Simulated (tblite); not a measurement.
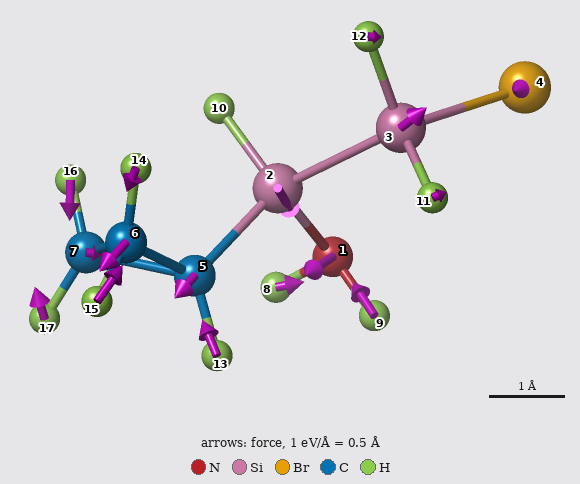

Starting geometry of C3H10BrNSi2 with the computed forces as purple arrows. A ball-and-stick model, seen from a free direction.

These are results of GFN2-xTB geometry optimisation, gas phase (tblite), not measurements. 

**What follows when this structure is relaxed?**

It isn't relaxed: the largest force vector, on Si2, is 2.17 eV/Å. The final displacements follow the starting forces only in part (cosine between the two patterns 0.39). After 115 geometry steps the energy has fallen by 75.1 kJ/mol. The atom that moves furthest after the best rigid fit is H9 (1.26 Å). Largest moves by element: H 1.26 Å, Br 0.34 Å, C 0.20 Å, N 0.20 Å, Si 0.16 Å. Near-neighbour distances that change, for instance: N1–Si2 1.808 → 1.721 Å, Si2–Si3 2.219 → 2.306 Å, N1–H9 1.048 → 1.008 Å, C5–H13 1.120 → 1.084 Å. Bond angles that change, for instance: Si2–N1–H8 107.9° → 120.2°, Si2–N1–H9 108.5° → 119.8°, Br4–Si3–H11 112.6° → 101.7°.
